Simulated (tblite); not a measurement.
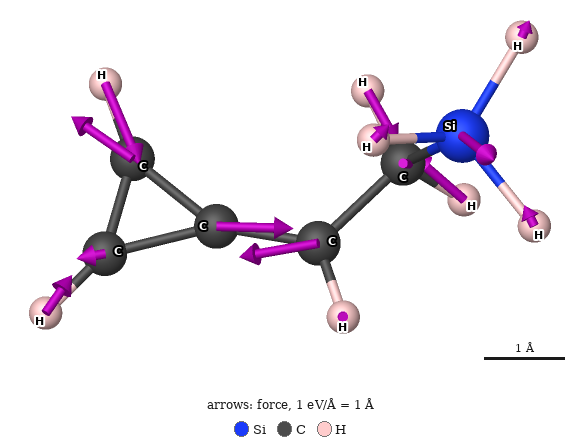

Starting geometry of C₅H₈Si with the computed forces as purple arrows. A ball-and-stick model, seen at a tilt.

Method: GFN2-xTB geometry optimisation, gas phase in tblite. 

### What follows when this structure is relaxed?

It isn't relaxed: the largest force vector, on an H atom, is 1.22 eV/Å. The final displacements have little in common with the starting forces (cosine between the two patterns 0.14). The largest move after the best rigid fit is that of an H atom, 0.64 Å. Largest moves by element: H 0.64 Å, C 0.14 Å, Si 0.08 Å. Near-neighbour distances that change, for instance: C–Si 1.866 → 1.906 Å, C–H 1.103 → 1.063 Å, C–H 1.122 → 1.093 Å, H–Si 1.485 → 1.465 Å. Among the angles between lasting bonds that change: Si–C–C 103.7° → 111.7°, C–Si–H 113.6° → 109.4°, H–C–H 111.2° → 107.0°. Groups turn about C–Si by about 25°. After 87 geometry steps the energy has fallen by 18.4 kJ/mol. The run took 0.47 s on 1 thread of Arm Neoverse V1 (shared host).
